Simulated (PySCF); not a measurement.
C2H9AlO2, singlet at its B3LYP/def2-SVP optimised geometry (Å):

```
14

Al    -0.7766    -0.0884     0.0000
H     -1.5322    -1.3224     0.6815
H     -1.5309     1.3224     0.0000
O      0.9678    -0.0884     0.0000
H      1.5322     0.1497     0.7389
C      0.2440    -0.7994    -2.7674
O     -0.8981    -0.5947    -1.9257
C     -2.1640    -0.7830    -2.5514
H      0.2155    -0.0893    -3.6104
H      1.1197    -0.6185    -2.1326
H      0.2428    -1.8341    -3.1485
H     -2.2542    -1.8170    -2.9237
H     -2.2852    -0.0730    -3.3862
H     -2.9396    -0.5973    -1.7968
```

Method: B3LYP/def2-TZVP run with PySCF. Cells within 0.4 Å of a nucleus heavier than hydrogen are left out (blank, or x).

Map of the electron localisation function on the plane z = 0.0 Å:

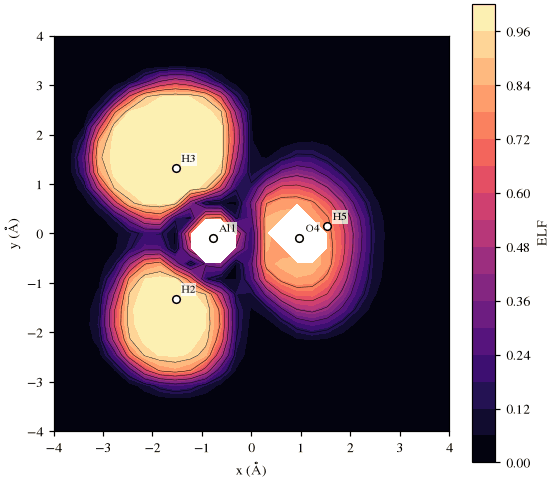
Electron localisation function on the plane z = 0.0 Å.
